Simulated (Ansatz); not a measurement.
Strength of the S–H bond: CH4S2 → CH3S2 + H

Species: CH4S2 (methyl hydrodisulfide) `CSS`, singlet; CH3S2 (methyldithio radical) `CS[S]`, doublet; H atom, doublet. 

Shapes, held fixed at every level: PBE0-D4/def2-TZVP. Flexible molecules stand in one conformer, not always the lowest. Programs: Ansatz 0.2.0. The zero-point and thermal change to 298 K, harmonic and unscaled (PBE0-D4/def2-TZVP), is -18.1 kJ/mol.

| level | kind | ΔH(298 K) (kJ/mol) | less CCSD(T)/CBS estimate |
| --- | --- | --- | --- |
| PBE-D4/def2-TZVPP | GGA | +275.3 | -24.7 |
| r2SCAN0-D4/def2-TZVPP | global hybrid | +282.3 | -17.7 |
| B2PLYP/def2-TZVPP | double hybrid | +284.4 | -15.6 |
| MP2/def2-SVP | perturbation theory | +277.1 | -22.9 |
| MP2/def2-TZVPP | perturbation theory | +290.1 | -9.9 |
| CCSD(T)/def2-SVP | coupled cluster or CI | +283.9 | -16.1 |
| CCSD/def2-TZVPP | coupled cluster or CI | +294.2 | -5.8 |
| CCSD(T)/CBS estimate | coupled cluster or CI | +300.0 | 0.0 |

The highest level, CCSD(T)/CBS estimate, gives ΔH(298 K) = +300.0 kJ/mol; the levels span +275.3 to +300.0. The column of differences is taken from that level and isn't an error. No measured value is set beside it here. Open shells run unrestricted unless RO is named. The CBS estimate extrapolates MP2 from def2-TZVPP and def2-QZVPP and adds CCSD(T) − MP2 in the triple-zeta set, cores frozen.

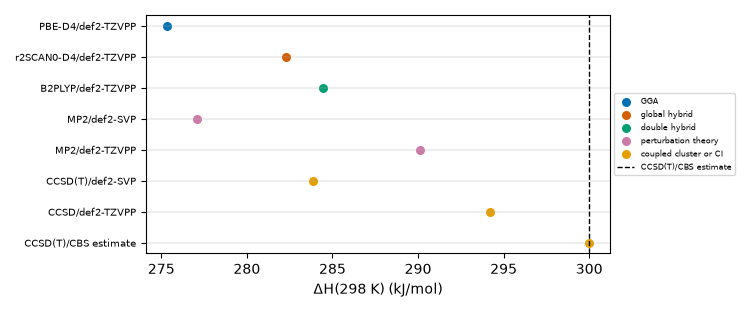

The values of the table, level by level.
